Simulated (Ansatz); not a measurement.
## Run report: C$_{2}$H$_{5}$ClMg, single-point calculation

The run: single-point calculation of C$_{2}$H$_{5}$ClMg, SMILES C[CH2][Mg][Cl]. Method and program: RKS HSE06-d3bj/aug-cc-pVDZ (Ansatz 0.2.0).

The geometry comes from this level: PBE0-D4/def2-TZVP. Figures and captions count atoms from 1; the log counts them from 0 in places.

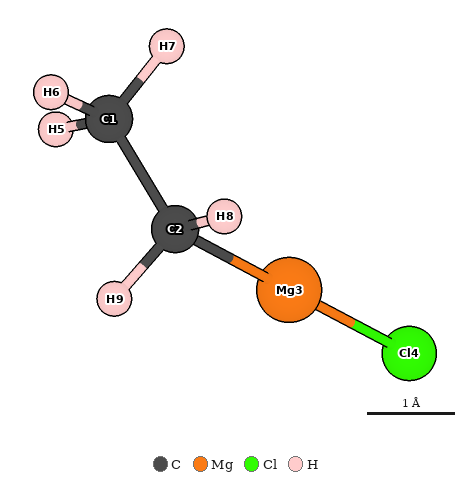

Fig. 1: The input geometry (ball-and-stick view, seen at a tilt; atoms are numbered from 1 in the order of the input). Sticks mark near contacts. Bond lengths as drawn: Cl–Mg 2.20 Å, C–C 1.53 Å, C–H 1.09 to 1.10 Å and C–Mg 2.09 Å.

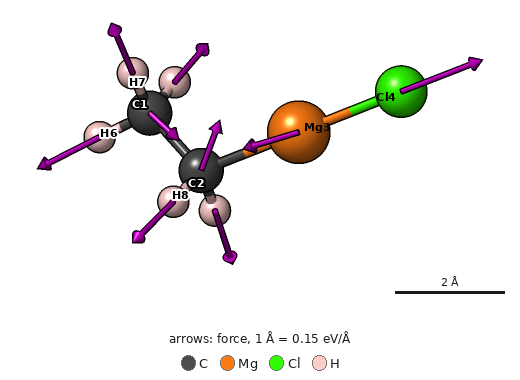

Fig. 2: Forces on the atoms as pink arrows (ball-and-stick view, seen at a tilt; atoms are numbered from 1 in the order of the input). The largest act on Cl4 (0.26 eV/Å); H8, H9 (0.23 eV/Å); H5, H7 (0.22 eV/Å); H6 (0.21 eV/Å), among others. The geometry is not a stationary point of this energy.

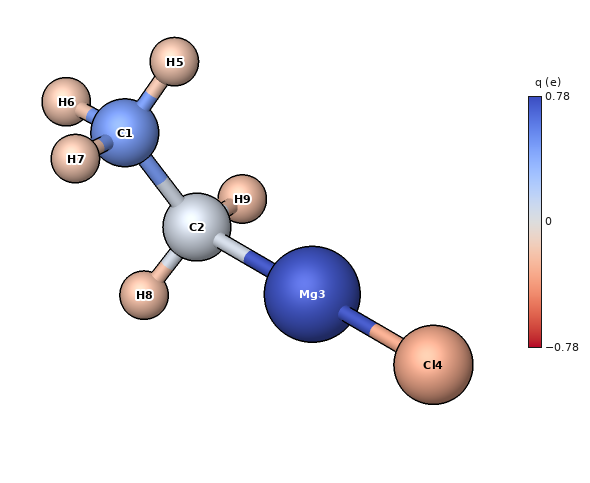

Fig. 3: Mulliken charges, as the colour of each atom (ball-and-stick view, seen at a tilt; atoms are numbered from 1 in the order of the input). By element: C +0.06 to +0.47, Mg +0.74, Cl −0.31 and H −0.21 to −0.18 e.

The input that produced these results follows, with the program's output.

**Input file**
```yaml
crystal:
  periodic: [false, false, false]
  atoms:
    - {symbol: C, position_ang: [-0.560490, 1.033830, 0.289158]}
    - {symbol: C, position_ang: [0.204645, -0.258870, 0.578314]}
    - {symbol: Mg, position_ang: [0.724786, -1.415349, -1.077286]}
    - {symbol: Cl, position_ang: [1.271639, -2.627851, -2.823857]}
    - {symbol: H, position_ang: [-1.511082, 0.845127, -0.218395]}
    - {symbol: H, position_ang: [-0.797855, 1.587848, 1.204889]}
    - {symbol: H, position_ang: [0.008218, 1.714941, -0.350776]}
    - {symbol: H, position_ang: [1.127664, -0.031534, 1.125393]}
    - {symbol: H, position_ang: [-0.379024, -0.894241, 1.255462]}
basis:
  gaussian: {orbitals: aug-cc-pVDZ}
hamiltonian: {xc: {name: HSE06}, dispersion: d3bj}
scf: {lower_state_search: light}
output: {forces: true}
```

Command:
```bash
ansatz run in.yaml --threads 4 --pin off --events-out ev --progress --plain --max-ram 10444MiB
```

**Output**
```
Functional definition: HSE06
  name "HSE06"
  cite "Heyd, Scuseria & Ernzerhof, J. Chem. Phys. 118, 8207 (2003) doi:10.1063/1.1564060"
  cite "Krukau, Vydrov, Izmaylov & Scuseria, J. Chem. Phys. 125, 224106 (2006) doi:10.1063/1.2404663"
  cite "Heyd & Scuseria, J. Chem. Phys. 120, 7274 (2004) doi:10.1063/1.1668634"
  cite "Ernzerhof & Perdew, J. Chem. Phys. 109, 3313 (1998) doi:10.1063/1.476928"
  cite "Perdew, Burke & Ernzerhof, Phys. Rev. Lett. 77, 3865 (1996) doi:10.1103/PhysRevLett.77.3865"
  parent pbe
  parameter a = 0.25
  parameter omega = 0.11/bohr
  # The whole range is PBE's own exchange, as in plane waves. The composition of these papers is wPBEh.
  exchange = pbe_x - a*pbe_x_sr(omega) + a*exact_x_sr(omega)
  correlation = pbe_c
1424 factors; integrals over basis functions are off by at most 8.2e-4 eV
213 factors; integrals over basis functions are off by at most 7.5e-6 eV
mean field evaluation 1: about -20102.5537 eV, gradient 6.8e1 eV
mean field evaluation 2: about -20076.1984 eV, gradient 1.1e2 eV
mean field evaluation 4: about -20114.5301 eV, gradient 8.4e0 eV
mean field evaluation 8: about -20114.7443 eV, gradient 1.7e-1 eV
mean field evaluation 16: about -20114.7444 eV, gradient 4.3e-5 eV
mean field -20114.74437171 eV, -739.2032213967 hartree, gradient 4.3e-5 eV, S^2 0.000000; 0 other end points of the search recorded, 0 dependent functions left out
the calculation of the forces begins
reference -20114.74444817 eV, -739.2032242069 hartree; 23, 23 occupied and 122, 122 virtual orbitals, 1424 factors
Total energy: -20114.85795814 eV, -739.2073956212 hartree
Atom 0 at    -0.560490     1.033830     0.289158 Å, force     0.062108    -0.106605     0.012977 eV/Å
Atom 1 at     0.204645    -0.258870     0.578314 Å, force    -0.026363     0.024056    -0.147129 eV/Å
Atom 2 at     0.724786    -1.415349    -1.077286 Å, force    -0.050087     0.107841     0.133099 eV/Å
Atom 3 at     1.271639    -2.627851    -2.823857 Å, force     0.066011    -0.146799    -0.209246 eV/Å
Atom 4 at    -1.511082     0.845127    -0.218395 Å, force    -0.186973    -0.040455    -0.098141 eV/Å
Atom 5 at    -0.797855     1.587848     1.204889 Å, force    -0.043677     0.102999     0.177461 eV/Å
Atom 6 at     0.008218     1.714941    -0.350776 Å, force     0.115081     0.132323    -0.124226 eV/Å
Atom 7 at     1.127664    -0.031534     1.125393 Å, force     0.192905     0.055565     0.113679 eV/Å
Atom 8 at    -0.379024    -0.894241     1.255462 Å, force    -0.129004    -0.128924     0.141526 eV/Å
Dipole moment:    -0.115595     0.261722     0.412399 e Å
```

**Summary**

- outcome: converged
- total energy: −20114.8580 eV
- mean-field energy: −20114.7444 eV
- dispersion energy: −0.1135 eV
- SCF solution under orbital rotations: stable
- largest force (length of the vector): 0.264 eV/Å
- dipole moment: 2.41 D
- hardware: 4 threads of Arm Neoverse V2, 23 GiB of memory available, shared host
- wall time: 2.6 s (CPU time 9.4 s)
- peak memory: 0.39 GiB
